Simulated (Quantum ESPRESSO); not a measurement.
## Cobalt: a ladder in the plane-wave cutoff

Two starts of Cobalt are run at each rung of the plane-wave cutoff.

Program: Quantum ESPRESSO 7.5. Level of theory: PBE; plane waves with GBRV 1.5 PBE potentials, no spin-orbit coupling (settings of the first rung). Results are calculated unless marked as measured.

### Step 1. Starting point

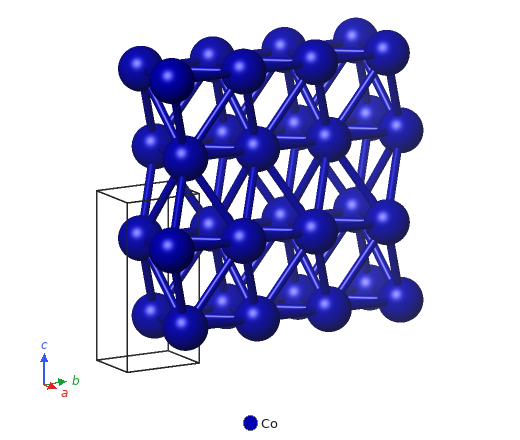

The starting structure, seen slightly off an axis (cobalt blue). 2×4×2 cells are drawn.

The cell comes from the Crystallography Open Database.

### Step 2. Rung 1, start ferro ++

The input, pw.in:

```
&CONTROL
  calculation = 'scf'
  prefix = 'pwscf'
  outdir = './tmp'
  pseudo_dir = './pseudo'
  disk_io = 'nowf'
  tprnfor = .true.
  tstress = .true.
/
&SYSTEM
  ibrav = 0
  celldm(1) = 8
  nat = 2
  ntyp = 1
  ecutwfc = 18
  ecutrho = 126
  nbnd = 26
  occupations = 'smearing'
  smearing = 'fd'
  degauss = 0.00734986
  nspin = 2
  starting_magnetization(1) = 0.1176
/
&ELECTRONS
  conv_thr = 4d-09
  electron_maxstep = 150
  mixing_beta = 0.3
/
ATOMIC_SPECIES
Co     58.9332 co_pbe_v1.2.uspp.F.UPF
CELL_PARAMETERS alat
   0.5922874106108    0.0000000000000    0.0000000000000
  -0.2961437053054    0.5129359439191    0.0000000000000
   0.0000000000000    0.0000000000000    0.9613745443268
ATOMIC_POSITIONS crystal
Co      0.3333333333    0.6666666667    0.2500000000
Co      0.6666666667    0.3333333333    0.7500000000
K_POINTS automatic
12 12 12 0 0 0
```

Run with:

```bash
$ OMP_NUM_THREADS=1 mpirun -n 2 pw.x -nk 2 -in pw.in > pw.out
```

The program printed:

```text
Program PWSCF v.7.5 starts

     Message from routine setup:
     using ibrav=0 with symmetry is DISCOURAGED, use correct ibrav instead

     K-points division:     npool     =       2
     Subspace diagonalization in iterative solution of the eigenvalue problem:

     bravais-lattice index     =            0
     lattice parameter (alat)  =       8.0000  a.u.
     unit-cell volume          =     149.5403 (a.u.)^3
     number of atoms/cell      =            2
     number of atomic types    =            1
     number of electrons       =        34.00
     number of Kohn-Sham states=           26
     kinetic-energy cutoff     =      18.0000  Ry
     charge density cutoff     =     126.0000  Ry
     scf convergence threshold =      4.0E-09
     mixing beta               =       0.3000
     number of iterations used =            8  plain     mixing
     Exchange-correlation= SLA  PW   PBE  PBE
                           (   1   4   3   4   0   0   0)

     celldm(1)=   8.000000  celldm(2)=   0.000000  celldm(3)=   0.000000
     celldm(4)=   0.000000  celldm(5)=   0.000000  celldm(6)=   0.000000

     crystal axes: (cart. coord. in units of alat)
               a(1) = (   0.592287   0.000000   0.000000 )
               a(2) = (  -0.296144   0.512936   0.000000 )
               a(3) = (   0.000000   0.000000   0.961375 )

     reciprocal axes: (cart. coord. in units 2 pi/alat)
               b(1) = (  1.688370  0.974781 -0.000000 )
               b(2) = (  0.000000  1.949561  0.000000 )
               b(3) = (  0.000000 -0.000000  1.040177 )

     PseudoPot. # 1 for Co read from file:
     co_pbe_v1.2.uspp.F.UPF
     Pseudo is Ultrasoft + core correction, Zval = 17.0

     atomic species   valence    mass     pseudopotential
     Co               17.00    58.93320     Co( 1.00)

     Starting magnetic structure
     atomic species   magnetization
     Co              0.118

     24 Sym. Ops., with inversion, found (12 have fractional translation)

   Cartesian axes

     site n.     atom                  positions (alat units)
         1        Co     tau(   1) = (  -0.0000000   0.3419573   0.2403436  )
         2        Co     tau(   2) = (   0.2961437   0.1709786   0.7210309  )

     number of k points=   133  Fermi-Dirac smearing, width (Ry)=  0.0073

     Number of k-points >= 100: set verbosity='high' to print them.

     Dense  grid:     3609 G-vectors     FFT dimensions: (  18,  18,  30)

     Smooth grid:     1545 G-vectors     FFT dimensions: (  15,  15,  24)

     Check: negative core charge=   -0.000431
     Generating pointlists ...
     new r_m :   0.2433 (alat units)  1.9467 (a.u.) for type    1

     Initial potential from superposition of free atoms

     starting charge      32.0000, renormalised to      34.0000
     Starting wfcs are   26 randomized atomic wfcs

     Self-consistent Calculation

     iteration #  1     ecut=    18.00 Ry     beta= 0.30
     Davidson diagonalization with overlap
     ethr =  1.00E-02,  avg # of iterations =  4.2

     total energy              =    -585.68879462 Ry
     estimated scf accuracy    <      25.55597552 Ry

     total magnetization       =     1.71 Bohr mag/cell
     absolute magnetization    =     1.73 Bohr mag/cell

     iteration #  2     ecut=    18.00 Ry     beta= 0.30
     Davidson diagonalization with overlap
     ethr =  1.00E-02,  avg # of iterations =  2.0

     total energy              =    -589.96689238 Ry
     estimated scf accuracy    <       0.27292426 Ry

     total magnetization       =     3.25 Bohr mag/cell
     absolute magnetization    =     3.28 Bohr mag/cell

     [... further iterations left out ...]

     iteration # 10     ecut=    18.00 Ry     beta= 0.30
     Davidson diagonalization with overlap
     ethr =  8.11E-10,  avg # of iterations =  1.8

     total energy              =    -589.93399902 Ry
     estimated scf accuracy    <       0.00000008 Ry

     total magnetization       =     3.32 Bohr mag/cell
     absolute magnetization    =     3.40 Bohr mag/cell

     iteration # 11     ecut=    18.00 Ry     beta= 0.30
     Davidson diagonalization with overlap
     ethr =  2.25E-10,  avg # of iterations =  1.9

     Magnetic moment per site  (integrated on atomic sphere of radius R)
     atom   1 (R=0.243)  charge= 15.8338  magn=  1.6739
     atom   2 (R=0.243)  charge= 15.8338  magn=  1.6739

     End of self-consistent calculation

     Number of k-points >= 100: set verbosity='high' to print the bands.

     the Fermi energy is    17.7299 ev

!    total energy              =    -589.93400292 Ry
     estimated scf accuracy    <          2.8E-09 Ry
     smearing contrib. (-TS)   =      -0.00858376 Ry
     internal energy E=F+TS    =    -589.92541916 Ry

     The total energy is F=E-TS. E is the sum of the following terms:
     one-electron contribution =    -295.57650930 Ry
     hartree contribution      =     165.39156982 Ry
     xc contribution           =     -63.48911960 Ry
     ewald contribution        =    -396.25136008 Ry

     total magnetization       =     3.32 Bohr mag/cell
     absolute magnetization    =     3.40 Bohr mag/cell

     convergence has been achieved in  11 iterations

     Forces acting on atoms (cartesian axes, Ry/au):

     atom    1 type  1   force =    -0.00000000   -0.00000000    0.00000000
     atom    2 type  1   force =     0.00000000    0.00000000    0.00000000

     Total force =     0.000000     Total SCF correction =     0.000000

     Computing stress (Cartesian axis) and pressure

          total   stress  (Ry/bohr**3)                   (kbar)     P=   -26632.27
  -0.18061367  -0.00000000   0.00000000       -26569.19       -0.00        0.00
  -0.00000000  -0.18061367   0.00000000           -0.00   -26569.19        0.00
   0.00000000   0.00000000  -0.18190024            0.00        0.00   -26758.45

=------------------------------------------------------------------------------=
   JOB DONE.
=------------------------------------------------------------------------------=
```

It took 19 s on 2 MPI ranks of AMD EPYC 7R43, shared host; peak memory 0.15 GiB; 38 s of CPU time.

Spin moment in the atom's sphere by atom:

```
atom  spin moment in the atom's sphere (μB)
 Co1                                   1.67
 Co2                                   1.67
```

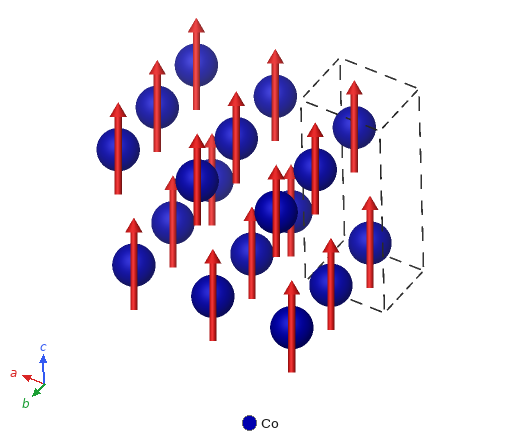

Spin moment in the atom's sphere as arrows, the longest 1.67 μB. Up and down stand for the sign. Arrows give size and sign along the axis of quantisation, drawn up and down the page. 3×3×1 cells are drawn.

Numbers from this step:

```
magnetization : 3.318 μB
final state   : ferromagnetic
```

### Step 3. Rung 1, start antiferro +-

Edit pw.in of step 2 so:

```diff
@@ -13,6 +13,6 @@
   nat = 2
-  ntyp = 1
+  ntyp = 2
   ecutwfc = 18
   ecutrho = 126
-  nbnd = 26
+  nbnd = 24
   occupations = 'smearing'
@@ -22,2 +22,3 @@
   starting_magnetization(1) = 0.1176
+  starting_magnetization(2) = -0.1176
 /
@@ -29,3 +30,4 @@
 ATOMIC_SPECIES
-Co     58.9332 co_pbe_v1.2.uspp.F.UPF
+Co1    58.9332 co_pbe_v1.2.uspp.F.UPF
+Co2    58.9332 co_pbe_v1.2.uspp.F.UPF
 CELL_PARAMETERS alat
@@ -35,4 +37,4 @@
 ATOMIC_POSITIONS crystal
-Co      0.3333333333    0.6666666667    0.2500000000
-Co      0.6666666667    0.3333333333    0.7500000000
+Co1     0.3333333333    0.6666666667    0.2500000000
+Co2     0.6666666667    0.3333333333    0.7500000000
 K_POINTS automatic
```

The program printed:

```text
     [... lines left out ...]
Program PWSCF v.7.5 starts
     [... lines left out ...]
     number of atoms/cell      =            2
     [... lines left out ...]
     number of electrons       =        34.00
     number of Kohn-Sham states=           24
     kinetic-energy cutoff     =      18.0000  Ry
     charge density cutoff     =     126.0000  Ry
     scf convergence threshold =      4.0E-09
     [... lines left out ...]
     12 Sym. Ops. (no inversion) found ( 6 have fractional translation)
     [... lines left out ...]
     number of k points=   133  Fermi-Dirac smearing, width (Ry)=  0.0073
     [... lines left out ...]
     iteration # 15     ecut=    18.00 Ry     beta= 0.30
     [... lines left out ...]
     Magnetic moment per site  (integrated on atomic sphere of radius R)
     atom   1 (R=0.243)  charge= 15.8395  magn=  0.8940
     atom   2 (R=0.243)  charge= 15.8395  magn= -0.8926
     [... lines left out ...]
     the Fermi energy is    17.5614 ev
!    total energy              =    -589.91723981 Ry
     estimated scf accuracy    <          1.8E-09 Ry
     smearing contrib. (-TS)   =      -0.01241356 Ry
     [... lines left out ...]
     total magnetization       =     0.00 Bohr mag/cell
     absolute magnetization    =     1.80 Bohr mag/cell
     convergence has been achieved in  15 iterations
     [... lines left out ...]
     Total force =     0.000000     Total SCF correction =     0.000000
     [... lines left out ...]
          total   stress  (Ry/bohr**3)                   (kbar)     P=   -26527.91
     [... lines left out ...]
```

Run time: 22 s. Hardware: 2 MPI ranks; peak memory 0.15 GiB.

Spin moment in the atom's sphere by atom:

```
atom  spin moment in the atom's sphere (μB)
 Co1                                  0.894
 Co2                                 -0.893
```

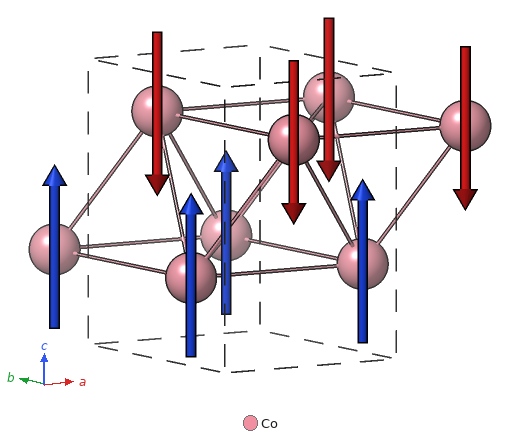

Spin moment in the atom's sphere as arrows, the longest 0.894 μB. Up and down stand for the sign. Arrows give size and sign along the axis of quantisation, drawn up and down the page. The two directions have two colours. 2×2×1 cells are drawn.

Numbers from this step:

* magnetization: 0 μB
* final state: antiferromagnetic

### Step 4. Rung 2, start ferro ++

The input, pw.in:

```
&CONTROL
  calculation = 'scf'
  prefix = 'pwscf'
  outdir = './tmp'
  pseudo_dir = './pseudo'
  disk_io = 'nowf'
  tprnfor = .true.
  tstress = .true.
/
&SYSTEM
  ibrav = 0
  celldm(1) = 8
  nat = 2
  ntyp = 1
  ecutwfc = 24
  ecutrho = 168
  nbnd = 26
  occupations = 'smearing'
  smearing = 'fd'
  degauss = 0.00734986
  nspin = 2
  starting_magnetization(1) = 0.1176
/
&ELECTRONS
  conv_thr = 4d-09
  electron_maxstep = 150
  mixing_beta = 0.3
/
ATOMIC_SPECIES
Co     58.9332 co_pbe_v1.2.uspp.F.UPF
CELL_PARAMETERS alat
   0.5922874106108    0.0000000000000    0.0000000000000
  -0.2961437053054    0.5129359439191    0.0000000000000
   0.0000000000000    0.0000000000000    0.9613745443268
ATOMIC_POSITIONS crystal
Co      0.3333333333    0.6666666667    0.2500000000
Co      0.6666666667    0.3333333333    0.7500000000
K_POINTS automatic
12 12 12 0 0 0
```

The program printed:

```text
     [... lines left out ...]
Program PWSCF v.7.5 starts
     [... lines left out ...]
     number of atoms/cell      =            2
     [... lines left out ...]
     number of electrons       =        34.00
     number of Kohn-Sham states=           26
     kinetic-energy cutoff     =      24.0000  Ry
     charge density cutoff     =     168.0000  Ry
     scf convergence threshold =      4.0E-09
     [... lines left out ...]
     24 Sym. Ops., with inversion, found (12 have fractional translation)
     [... lines left out ...]
     number of k points=   133  Fermi-Dirac smearing, width (Ry)=  0.0073
     [... lines left out ...]
     iteration # 12     ecut=    24.00 Ry     beta= 0.30
     [... lines left out ...]
     Magnetic moment per site  (integrated on atomic sphere of radius R)
     atom   1 (R=0.243)  charge= 15.6291  magn=  1.6801
     atom   2 (R=0.243)  charge= 15.6291  magn=  1.6801
     [... lines left out ...]
     the Fermi energy is    17.7870 ev
!    total energy              =    -596.10598986 Ry
     estimated scf accuracy    <          8.9E-11 Ry
     smearing contrib. (-TS)   =      -0.00465695 Ry
     [... lines left out ...]
     total magnetization       =     3.22 Bohr mag/cell
     absolute magnetization    =     3.53 Bohr mag/cell
     convergence has been achieved in  12 iterations
     [... lines left out ...]
     Total force =     0.000000     Total SCF correction =     0.000000
     [... lines left out ...]
          total   stress  (Ry/bohr**3)                   (kbar)     P=    -5039.32
     [... lines left out ...]
```

It took 22 s on 2 MPI ranks; peak memory 0.16 GiB; 44 s of CPU time.

Numbers from this step:

```yaml
magnetization: 3.223 μB
final_state: ferromagnetic
largest_moment: 1.680 μB
```

### Step 5. Rung 2, start antiferro +-

Edit pw.in of step 4 so:

```diff
@@ -13,6 +13,6 @@
   nat = 2
-  ntyp = 1
+  ntyp = 2
   ecutwfc = 24
   ecutrho = 168
-  nbnd = 26
+  nbnd = 24
   occupations = 'smearing'
@@ -22,2 +22,3 @@
   starting_magnetization(1) = 0.1176
+  starting_magnetization(2) = -0.1176
 /
@@ -29,3 +30,4 @@
 ATOMIC_SPECIES
-Co     58.9332 co_pbe_v1.2.uspp.F.UPF
+Co1    58.9332 co_pbe_v1.2.uspp.F.UPF
+Co2    58.9332 co_pbe_v1.2.uspp.F.UPF
 CELL_PARAMETERS alat
@@ -35,4 +37,4 @@
 ATOMIC_POSITIONS crystal
-Co      0.3333333333    0.6666666667    0.2500000000
-Co      0.6666666667    0.3333333333    0.7500000000
+Co1     0.3333333333    0.6666666667    0.2500000000
+Co2     0.6666666667    0.3333333333    0.7500000000
 K_POINTS automatic
```

The program printed:

```text
     [... lines left out ...]
Program PWSCF v.7.5 starts
     [... lines left out ...]
     number of atoms/cell      =            2
     [... lines left out ...]
     number of electrons       =        34.00
     number of Kohn-Sham states=           24
     kinetic-energy cutoff     =      24.0000  Ry
     charge density cutoff     =     168.0000  Ry
     scf convergence threshold =      4.0E-09
     [... lines left out ...]
     12 Sym. Ops. (no inversion) found ( 6 have fractional translation)
     [... lines left out ...]
     number of k points=   133  Fermi-Dirac smearing, width (Ry)=  0.0073
     [... lines left out ...]
     iteration # 23     ecut=    24.00 Ry     beta= 0.30
     [... lines left out ...]
     Magnetic moment per site  (integrated on atomic sphere of radius R)
     atom   1 (R=0.243)  charge= 15.6309  magn=  0.6262
     atom   2 (R=0.243)  charge= 15.6309  magn= -0.6260
     [... lines left out ...]
     the Fermi energy is    17.7311 ev
!    total energy              =    -596.07944465 Ry
     estimated scf accuracy    <          3.2E-10 Ry
     smearing contrib. (-TS)   =      -0.01199202 Ry
     [... lines left out ...]
     total magnetization       =     0.00 Bohr mag/cell
     absolute magnetization    =     1.28 Bohr mag/cell
     convergence has been achieved in  23 iterations
     [... lines left out ...]
     Total force =     0.000000     Total SCF correction =     0.000000
     [... lines left out ...]
          total   stress  (Ry/bohr**3)                   (kbar)     P=    -5074.85
     [... lines left out ...]
```

Wall time 28 s (2 MPI ranks); peak memory 0.16 GiB; 55 s of CPU time.

This step gave:

| Quantity | Value |
| --- | --- |
| magnetization | 0 μB |
| final state | antiferromagnetic |
| largest moment | 0.6262 μB |

### Step 6. Rung 3, start ferro ++

The input, pw.in:

```
&CONTROL
  calculation = 'scf'
  prefix = 'pwscf'
  outdir = './tmp'
  pseudo_dir = './pseudo'
  disk_io = 'nowf'
  tprnfor = .true.
  tstress = .true.
/
&SYSTEM
  ibrav = 0
  celldm(1) = 8
  nat = 2
  ntyp = 1
  ecutwfc = 32
  ecutrho = 224
  nbnd = 26
  occupations = 'smearing'
  smearing = 'fd'
  degauss = 0.00734986
  nspin = 2
  starting_magnetization(1) = 0.1176
/
&ELECTRONS
  conv_thr = 4d-09
  electron_maxstep = 150
  mixing_beta = 0.3
/
ATOMIC_SPECIES
Co     58.9332 co_pbe_v1.2.uspp.F.UPF
CELL_PARAMETERS alat
   0.5922874106108    0.0000000000000    0.0000000000000
  -0.2961437053054    0.5129359439191    0.0000000000000
   0.0000000000000    0.0000000000000    0.9613745443268
ATOMIC_POSITIONS crystal
Co      0.3333333333    0.6666666667    0.2500000000
Co      0.6666666667    0.3333333333    0.7500000000
K_POINTS automatic
12 12 12 0 0 0
```

The program printed:

```text
     [... lines left out ...]
Program PWSCF v.7.5 starts
     [... lines left out ...]
     number of atoms/cell      =            2
     [... lines left out ...]
     number of electrons       =        34.00
     number of Kohn-Sham states=           26
     kinetic-energy cutoff     =      32.0000  Ry
     charge density cutoff     =     224.0000  Ry
     scf convergence threshold =      4.0E-09
     [... lines left out ...]
     24 Sym. Ops., with inversion, found (12 have fractional translation)
     [... lines left out ...]
     number of k points=   133  Fermi-Dirac smearing, width (Ry)=  0.0073
     [... lines left out ...]
     iteration # 11     ecut=    32.00 Ry     beta= 0.30
     [... lines left out ...]
     Magnetic moment per site  (integrated on atomic sphere of radius R)
     atom   1 (R=0.243)  charge= 15.6093  magn=  1.7657
     atom   2 (R=0.243)  charge= 15.6093  magn=  1.7657
     [... lines left out ...]
     the Fermi energy is    18.0160 ev
!    total energy              =    -596.94809588 Ry
     estimated scf accuracy    <          8.2E-10 Ry
     smearing contrib. (-TS)   =      -0.00453227 Ry
     [... lines left out ...]
     total magnetization       =     3.37 Bohr mag/cell
     absolute magnetization    =     3.73 Bohr mag/cell
     convergence has been achieved in  11 iterations
     [... lines left out ...]
     Total force =     0.000000     Total SCF correction =     0.000000
     [... lines left out ...]
          total   stress  (Ry/bohr**3)                   (kbar)     P=     -380.44
     [... lines left out ...]
```

Elapsed: 37 s, on 2 MPI ranks; peak memory 0.2 GiB; 72 s of CPU time.

This step gave:

| Item | Value |
| --- | --- |
| magnetization | 3.369 μB |
| final state | ferromagnetic |
| largest moment | 1.766 μB |

### Step 7. Rung 3, start antiferro +-

Edit pw.in of step 6 so:

```diff
@@ -13,6 +13,6 @@
   nat = 2
-  ntyp = 1
+  ntyp = 2
   ecutwfc = 32
   ecutrho = 224
-  nbnd = 26
+  nbnd = 24
   occupations = 'smearing'
@@ -22,2 +22,3 @@
   starting_magnetization(1) = 0.1176
+  starting_magnetization(2) = -0.1176
 /
@@ -29,3 +30,4 @@
 ATOMIC_SPECIES
-Co     58.9332 co_pbe_v1.2.uspp.F.UPF
+Co1    58.9332 co_pbe_v1.2.uspp.F.UPF
+Co2    58.9332 co_pbe_v1.2.uspp.F.UPF
 CELL_PARAMETERS alat
@@ -35,4 +37,4 @@
 ATOMIC_POSITIONS crystal
-Co      0.3333333333    0.6666666667    0.2500000000
-Co      0.6666666667    0.3333333333    0.7500000000
+Co1     0.3333333333    0.6666666667    0.2500000000
+Co2     0.6666666667    0.3333333333    0.7500000000
 K_POINTS automatic
```

The program printed:

```text
     [... lines left out ...]
Program PWSCF v.7.5 starts
     [... lines left out ...]
     number of atoms/cell      =            2
     [... lines left out ...]
     number of electrons       =        34.00
     number of Kohn-Sham states=           24
     kinetic-energy cutoff     =      32.0000  Ry
     charge density cutoff     =     224.0000  Ry
     scf convergence threshold =      4.0E-09
     [... lines left out ...]
     12 Sym. Ops. (no inversion) found ( 6 have fractional translation)
     [... lines left out ...]
     number of k points=   133  Fermi-Dirac smearing, width (Ry)=  0.0073
     [... lines left out ...]
     iteration # 18     ecut=    32.00 Ry     beta= 0.30
     [... lines left out ...]
     Magnetic moment per site  (integrated on atomic sphere of radius R)
     atom   1 (R=0.243)  charge= 15.6119  magn=  1.1809
     atom   2 (R=0.243)  charge= 15.6118  magn= -1.1829
     [... lines left out ...]
     the Fermi energy is    17.9970 ev
!    total energy              =    -596.91233900 Ry
     estimated scf accuracy    <          3.1E-09 Ry
     smearing contrib. (-TS)   =      -0.01160694 Ry
     [... lines left out ...]
     total magnetization       =    -0.00 Bohr mag/cell
     absolute magnetization    =     2.42 Bohr mag/cell
     convergence has been achieved in  18 iterations
     [... lines left out ...]
     Total force =     0.000000     Total SCF correction =     0.000000
     [... lines left out ...]
          total   stress  (Ry/bohr**3)                   (kbar)     P=     -428.24
     [... lines left out ...]
```

Wall time 47 s (2 MPI ranks); peak memory 0.2 GiB.

This step gave:

- magnetization: 0 μB
- final state: antiferromagnetic
- largest moment: 1.183 μB

[end of part 1 of 2]

[Logs and program files are shortened in this print: banners, set-up blocks, solver, clock and traceback lines can be left out without a mark of their own.]

[Logs are printed without paths, hosts, clocks, repeated set-up lines and the standing remarks that a program may print on its own settings, such as how far it seeks lower states.]

[Hosts, paths, dates, database ids (printed as entryN), source tags and the programs' standing remarks are cut or masked in the printed files.]

[Where a cell is said to come from a database of computed structures, the database is the Materials Project.]
